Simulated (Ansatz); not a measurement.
```sh
ansatz run in.yaml --threads 4 --pin off --events-out ev --progress --plain --max-ram 9574MiB
```

```yaml
crystal:
  periodic: [false, false, false]
  atoms:
    - {symbol: Si, position_ang: [-0.751216, -0.658993, -0.214877]}
    - {symbol: H, position_ang: [0.329419, -1.160614, -1.905211]}
    - {symbol: H, position_ang: [-0.682018, -2.154579, -0.162450]}
    - {symbol: H, position_ang: [-2.103814, -0.265714, -0.683247]}
    - {symbol: Si, position_ang: [0.502998, 0.506042, 1.374897]}
    - {symbol: H, position_ang: [0.318952, -0.265638, -1.879359]}
    - {symbol: Br, position_ang: [0.164070, 1.912824, -1.642691]}
    - {symbol: H, position_ang: [0.486661, -0.321662, 2.627774]}
    - {symbol: H, position_ang: [-0.164571, 1.811602, 1.611260]}
    - {symbol: H, position_ang: [1.899519, 0.596831, 0.873903]}
basis:
  gaussian: {orbitals: def2-SVP}
hamiltonian: {xc: pbe0, dispersion: d4}
phonons: {}
scf: {lower_state_search: off}
```

Geometry: start.

Work out the structure from the coordinates.

Formula BrH7Si2. Judged by distances it falls into 3 fragments: Si2H5, H2, Br. Coordination, clear cases only: 1 Si tetrahedral.

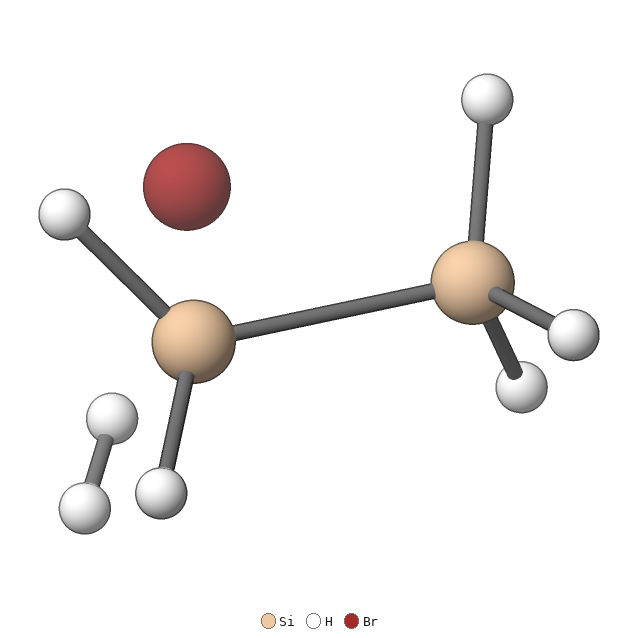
